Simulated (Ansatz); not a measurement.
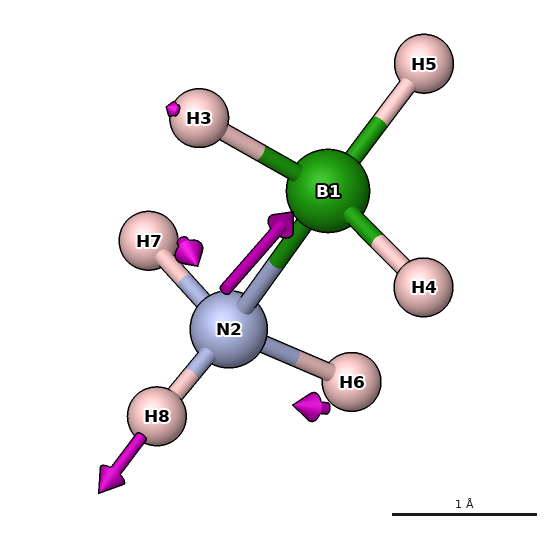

Arrows show the forces on the atoms, 0.09 Å of arrow for 1 eV/Å; forces under a tenth of the largest aren't drawn. Level of theory: PBE0-D4/def2-TZVPP (Ansatz 0.2.0).

### On which atom is the force largest, and how large is it?

On N2: 10.55 eV/Å.

### Which bond do the forces act along most?

N2–H8, now 0.912 Å: the forces push its atoms apart, so a first step downhill lengthens it.

List the force components in the frame of the picture (x right, y up, z towards the viewer), in eV/Å.

```csv
atom,Fx,Fy,Fz
B1,0.55,0.64,−0.27
N2,5.34,6.10,−6.76
H3,−0.87,0.29,0.52
H4,0.00,−0.39,−0.16
H5,−0.11,−0.44,−0.22
H6,−2.72,0.27,1.98
H7,1.20,−1.98,2.55
H8,−3.39,−4.49,2.37
```
